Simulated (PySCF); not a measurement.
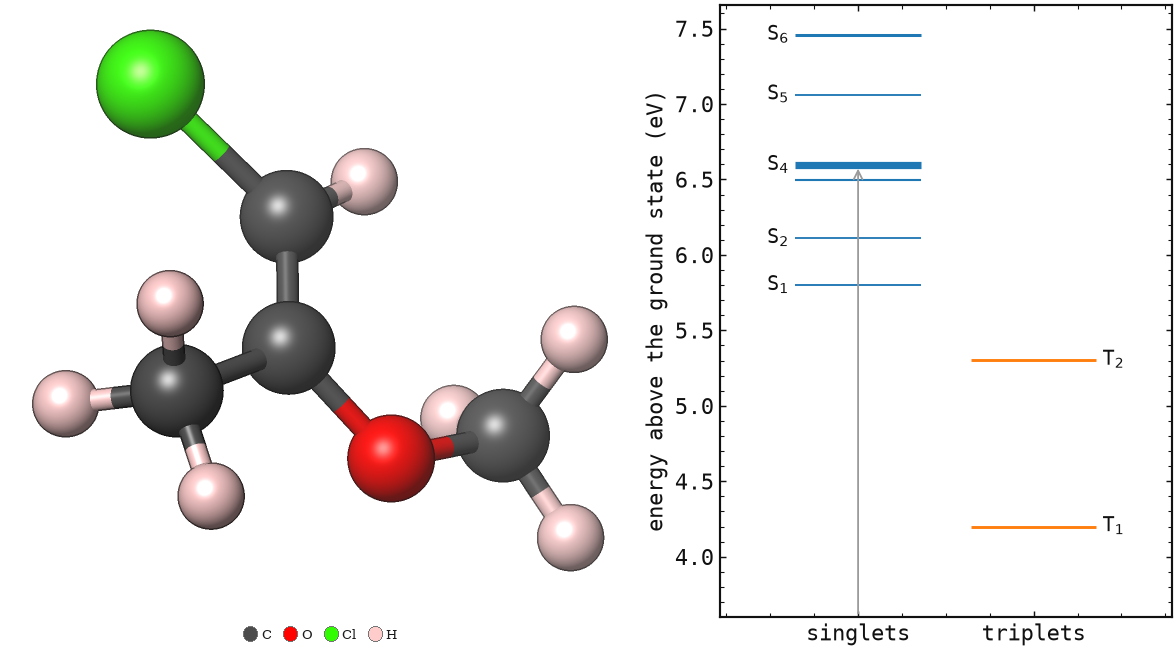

State diagram of C₄H₇ClO, SMILES CO/C(C)=C/Cl. Vertical TDDFT excitations, PBE0/def2-SVPD with PySCF 2.14.0, at a GFN2-xTB geometry (no frequency check), gas phase. Triplets in the Tamm-Dancoff approximation; only the lowest 6 singlets and 2 triplets were computed. Thicker singlet lines are brighter; the arrow marks the brightest. S0, at zero, lies below the range drawn.

> How many of the triplet levels drawn lie below S1?

2 of 2 (T1 4.20 eV, T2 5.30 eV; S1 5.80 eV).

> What character does the calculation give T1?

Mainly HOMO → LUMO (86 %).

> What are the energy, strength and character of the state that the arrow marks?

S4 at 6.60 eV (188 nm), f = 0.276, mainly HOMO → LUMO (83 %).

Known limits of this run: states above the negative HOMO energy depend on the basis; the tight-binding geometry is rougher than a DFT one and adds to the error; one conformer of a flexible molecule; core orbitals are frozen in the response.
